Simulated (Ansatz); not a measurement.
How far to go with the k-point mesh: YSn3 (P4mm, 4 atoms in the cell)

```
CELL_PARAMETERS angstrom
      4.71443     0.00000     0.00000
      0.00000     4.71443     0.00000
      0.00000     0.00000     4.71443
ATOMIC_POSITIONS crystal
  Y  0.00000 0.00000 0.01061
  Sn 0.50000 0.50000 0.00000
  Sn 0.00000 0.50000 0.50000
  Sn 0.50000 0.00000 0.50000
```

Method of the run: LDA (PW92), default PAW files made with PBE (plane waves; Ansatz, an electronic-structure program).

Base settings: basis.ecutwfc = 420 eV; kpoints.mp_grid.grid = 7 7 7; hamiltonian.xc = lda; hamiltonian.pseudopotentials = {kind: paw} (the program's default PAW files); scf.occupations.method = fermi_dirac; scf.occupations.width = 0.1 eV.

The second cell is the first with its lattice scaled by 0.98.

Only quantities that move along the ladder and can be compared are tabulated.

The count of work is k-points × plane waves × bands × iterations; it is no time. 

The starting cell comes from a database of computed structures (which also holds hypothetical and non-ambient phases and stackings), without a prior relaxation at this level. Its lattice was rescaled by up to half a per cent. One atom was moved a little off its site on purpose. In the base run, with a pressure of about -4 GPa the cell is away from its equilibrium volume at this level. Ansatz's pressure includes its estimate of the finite-basis (Pulay) stress.

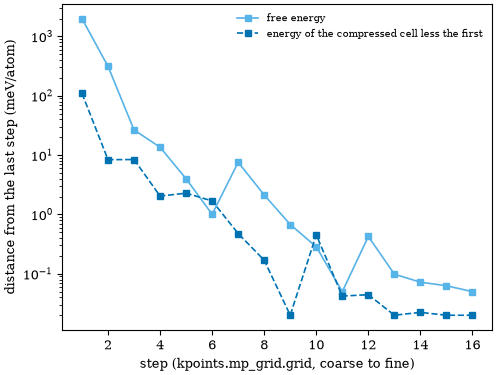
Fig. 1. Distance from the last step along the ladder; very small values are drawn at a floor.

| kpoints.mp_grid.grid | free energy less the last step's (meV/atom) | energy of the compressed cell less the first (meV/atom) | pressure (GPa) | largest difference of a force vector from the last step's (eV/Å) | count of work / last |
|---|---|---|---|---|---|
| 1 1 1 | 1995.36 | 84.50 | 6.86 | 2.826 | 0.0018 |
| 2 2 2 | 313.22 | -17.01 | -3.05 | 0.013 | 0.0075 |
| 3 3 3 | -26.52 | -33.80 | -5.15 | 0.034 | 0.0064 |
| 4 4 4 | 13.59 | -27.42 | -4.36 | 0.018 | 0.019 |
| 5 5 5 | 3.99 | -23.10 | -4.05 | 0.001 | 0.019 |
| 6 6 6 | -1.01 | -23.69 | -4.12 | 0.002 | 0.043 |
| 7 7 7 | -7.56 | -24.90 | -4.25 | 0.004 | 0.043 |
| 8 8 8 | -2.13 | -25.55 | -4.29 | 0.001 | 0.080 |
| 9 9 9 | -0.68 | -25.38 | -4.27 | 0.002 | 0.080 |
| 10 10 10 | 0.28 | -24.93 | -4.23 | 0.001 | 0.13 |
| 11 11 11 | 0.02 | -25.42 | -4.28 | 0.000 | 0.13 |
| 14 14 14 | 0.42 | -25.34 | -4.27 | 0.000 | 0.31 |
| 15 15 15 | 0.10 | -25.37 | -4.28 | 0.000 | 0.31 |
| 17 17 17 | -0.07 | -25.40 | -4.28 | 0.000 | 0.43 |
| 19 19 19 | -0.06 | -25.38 | -4.28 | 0.000 | 0.59 |
| 21 21 21 | -0.03 | -25.38 | -4.28 | 0.000 | 0.78 |
| 23 23 23 | 0.00 | -25.38 | -4.28 | 0.000 | 1.0 |

Coarsest kpoints.mp_grid.grid that holds the energy of the compressed cell less the first within 0.2 meV/atom of the last step, with all finer ones: 11 11 11, at 0.13 of the last step's count of work; the step before is off by 0.45 meV/atom.

Coarsest kpoints.mp_grid.grid that holds the free energy within 0.5 meV/atom of the last step, with all finer ones: 10 10 10, at 0.13 of the last step's count of work; the step before is off by 0.68 meV/atom.

Coarsest kpoints.mp_grid.grid that holds the pressure within 0.5 GPa of the last step, with all finer ones: 4 4 4, at 0.019 of the last step's count of work; the step before is off by 0.87 GPa.

The energy difference between the two cells stays within 1 meV/atom of the last step's from 7 7 7 on, the total only from 9 9 9 on: much of the error is common to both cells and cancels.

Keys are those of Ansatz 0.2.
